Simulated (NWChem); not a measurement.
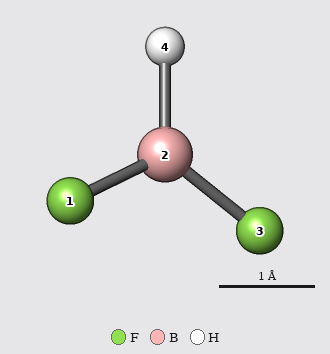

*The structure (ball-and-stick view, seen at a tilt; atoms are numbered from 1 in the order of the input).*

Bond lengths as drawn: B–F 1.31 Å and B–H 1.19 Å.

# Energy and gradient calculation, with input and output: BHF₂

BHF₂, SMILES FBF, computed with M06-2X/def2-TZVPP, RKS (NWChem 7.3.0).

The geometry comes from this level: PBE0-D4/def2-TZVP.

What the program printed
```
Northwest Computational Chemistry Package (NWChem) 7.3.0
             --------------------------------------------------------

           Job information
           ---------------

    nwchem branch   = 7.3.0
    use scalapack   = T
    input           = test.nw
    prefix          = test.
    data base       = ./test.db
    status          = startup
    nproc           =        1

           Memory information
           ------------------

    heap     =     72089596 doubles =      550.0 Mbytes
    stack    =     72089601 doubles =      550.0 Mbytes
    global   =    144179200 doubles =     1100.0 Mbytes (distinct from heap & stack)
    total    =    288358397 doubles =     2200.0 Mbytes
    verify   = yes
    hardfail = no

           Directory information
           ---------------------

  0 permanent = .
  0 scratch   = .

                                NWChem Input Module
                                -------------------

 Scaling coordinates for geometry "geometry" by  1.889725989
 (inverse scale =  0.529177249)

                             Geometry "geometry" -> ""
                             -------------------------

 Output coordinates in angstroms (scale by  1.889725989 to convert to a.u.)

  No.       Tag          Charge          X              Y              Z
 ---- ---------------- ---------- -------------- -------------- --------------
    1 F                    9.0000     1.15430000     0.45690000    -0.36190000
    2 B                    5.0000    -0.00190000    -0.03100000     0.02520000
    3 F                    9.0000    -1.09540000     0.52870000    -0.43890000
    4 H                    1.0000    -0.05700000    -0.95460000     0.77560000

      Atomic Mass
      -----------

      F                 18.998400
      B                 11.009310
      H                  1.007825

 Effective nuclear repulsion energy (a.u.)      61.8885592423

            Nuclear Dipole moment (a.u.)
            ----------------------------
        X                 Y               Z
 ---------------- ---------------- ----------------
     0.8760769683    14.6657854522   -11.9158561936

            XYZ format geometry
            -------------------
     4
 geometry
 F                     1.15430000     0.45690000    -0.36190000
 B                    -0.00190000    -0.03100000     0.02520000
 F                    -1.09540000     0.52870000    -0.43890000
 H                    -0.05700000    -0.95460000     0.77560000

 ==============================================================================
                                internuclear distances
 ------------------------------------------------------------------------------
       center one      |      center two      | atomic units |  angstroms
 ------------------------------------------------------------------------------
    2 B                |   1 F                |     2.48173  |     1.31328
    3 F                |   2 B                |     2.48152  |     1.31316
    4 H                |   2 B                |     2.25121  |     1.19129
 ------------------------------------------------------------------------------
                         number of included internuclear distances:          3
 ==============================================================================

 ==============================================================================
                                 internuclear angles
 ------------------------------------------------------------------------------
        center 1       |       center 2       |       center 3       |  degrees
 ------------------------------------------------------------------------------
    1 F                |   2 B                |   3 F                |   118.07
    1 F                |   2 B                |   4 H                |   120.96
    3 F                |   2 B                |   4 H                |   120.97
 ------------------------------------------------------------------------------
                            number of included internuclear angles:          3
 ==============================================================================

 Summary of "ao basis" -> "" (spherical)
 ------------------------------------------------------------------------------
       Tag                 Description            Shells   Functions and Types
 ---------------- ------------------------------  ------  ---------------------
 *                         def2-TZVPP                 on all atoms

                                 NWChem DFT Module
                                 -----------------

                      Basis "ao basis" -> "ao basis" (spherical)
                      -----
  [basis functions not shown]

 Summary of "ao basis" -> "ao basis" (spherical)
 ------------------------------------------------------------------------------
       Tag                 Description            Shells   Functions and Types
 ---------------- ------------------------------  ------  ---------------------
 F                         def2-TZVPP               11       31   5s3p2d1f
 B                         def2-TZVPP               11       31   5s3p2d1f
 H                         def2-TZVPP                6       14   3s2p1d

  Caching 1-el integrals
   Time after variat. SCF:      0.3

     ---------------------------------------------
      Total Density - Mulliken Population Analysis
     ---------------------------------------------

    Atom       Charge   Shell Charges
 -----------   ------   -------------------------------------------------------
    1 F    9     9.42   0.77  1.20  0.61  0.99  0.31  2.36  2.32  0.84  0.00  0.01  0.00
    2 B    5     4.13   0.92  1.07  0.51  0.38  0.07  0.63  0.32  0.03  0.10  0.08  0.04
    3 F    9     9.42   0.77  1.20  0.61  0.99  0.31  2.36  2.32  0.84  0.00  0.01  0.00
    4 H    1     1.03   0.24  0.51  0.27  0.00  0.01  0.00
   Time prior to 1st pass:      0.3

           Memory utilization after 1st SCF pass:
           Heap Space remaining (MW):       37.81            37806052
          Stack Space remaining (MW):       72.09            72088908

   convergence    iter        energy       DeltaE   RMS-Dens  Diis-err    time
 ---------------- ----- ----------------- --------- --------- ---------  ------
 d= 0,ls=0.0,diis     1   -225.2034291433 -2.87D+02  5.94D-03  6.57D-01     1.8
 d= 0,ls=0.0,diis     2   -225.2211202378 -1.77D-02  2.31D-03  7.57D-01     3.2
 d= 0,ls=0.0,diis     3   -225.2744990909 -5.34D-02  3.84D-04  5.49D-03     4.6
 d= 0,ls=0.0,diis     4   -225.2749066494 -4.08D-04  1.03D-04  3.26D-04     6.1
 d= 0,ls=0.0,diis     5   -225.2749410843 -3.44D-05  1.78D-05  9.01D-06     7.5
  Resetting Diis
 d= 0,ls=0.0,diis     6   -225.2749422995 -1.22D-06  2.65D-06  1.48D-07     8.9
 d= 0,ls=0.0,diis     7   -225.2749423256 -2.61D-08  4.27D-07  3.18D-09    10.3
 d= 0,ls=0.0,diis     8   -225.2749423261 -5.37D-10  1.33D-07  1.65D-09    11.7

         Total DFT energy =     -225.274942326110
      One electron energy =     -435.172151723598
           Coulomb energy =      173.370284383182
    Exchange-Corr. energy =      -25.361634227987
 Nuclear repulsion energy =       61.888559242293

 Numeric. integr. density =       23.999999912256

     Total iterative time =     11.3s

     ---------------------------------------------
      Total Density - Mulliken Population Analysis
     ---------------------------------------------

    Atom       Charge   Shell Charges
 -----------   ------   -------------------------------------------------------
    1 F    9     9.26   0.77  1.20  0.61  0.93  0.41  2.28  2.15  0.89  0.00  0.01  0.00
    2 B    5     4.47   0.91  1.06  0.52  0.23  0.03  0.93  0.41  0.04  0.13  0.14  0.06
    3 F    9     9.26   0.77  1.20  0.61  0.93  0.41  2.28  2.15  0.89  0.00  0.01  0.00
    4 H    1     1.02   0.27  0.49  0.25  0.00  0.01  0.00

     -------------------------------------------
      Total Density - Lowdin Population Analysis
     -------------------------------------------

    Atom       Charge   Shell Charges
 -----------   ------   -------------------------------------------------------
    1 F    9     8.66   0.86  1.10  0.57  0.65  0.35  2.12  2.08  0.91  0.00  0.02  0.00
    2 B    5     5.65   0.95  0.99  0.32  0.27  0.15  0.81  0.72  0.20  0.25  0.65  0.35
    3 F    9     8.66   0.86  1.10  0.57  0.65  0.35  2.12  2.08  0.91  0.00  0.02  0.00
    4 H    1     1.03   0.25  0.45  0.25  0.01  0.06  0.01

                         DFT ENERGY GRADIENTS

    atom               coordinates                        gradient
                 x          y          z           x          y          z
   1 F       2.181311   0.863416  -0.683892    0.000697   0.000104  -0.000080
   2 B      -0.003590  -0.058582   0.047621    0.000087   0.002755  -0.002234
   3 F      -2.070006   0.999098  -0.829401   -0.000610   0.000115  -0.000100
   4 H      -0.107714  -1.803932   1.465671   -0.000173  -0.002973   0.002414

 Task  times  cpu:       18.1s     wall:       18.1s
 Total times  cpu:       18.1s     wall:       18.1s
```

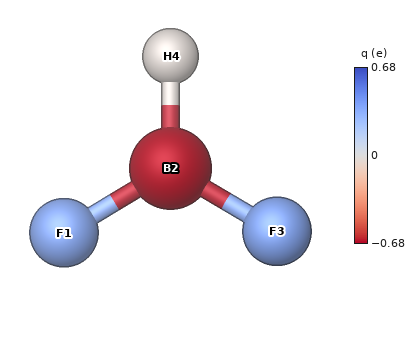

*Löwdin charges, as the colour of each atom (ball-and-stick view, seen on its broad side; atoms are numbered from 1 in the order of the input).*

By element: F +0.34, B −0.65 and H −0.03 e.

This output came from the following input.

Input
```
start test
memory total 2200 mb

geometry units angstroms noautosym nocenter noautoz
 F        1.154300       0.456900      -0.361900
 B       -0.001900      -0.031000       0.025200
 F       -1.095400       0.528700      -0.438900
 H       -0.057000      -0.954600       0.775600
end

basis spherical bse
 * library def2-TZVPP
end

dft
 xc m06-2x
 grid fine
 convergence energy 1e-08
 iterations 100
 mulliken
 print low
end

task dft gradient
```

Launched with:
```bash
nwchem test.nw > test.out
```

Results in brief

| quantity | value |
| --- | --- |
| outcome | converged |
| total energy | −225.274942 hartree |
| largest force | 0.197 eV/Å |
| hardware | 1 thread of AMD EPYC (Zen 3), 16 GiB of memory available, shared host |
| wall time | 19 s |
| peak memory | 0.12 GiB |
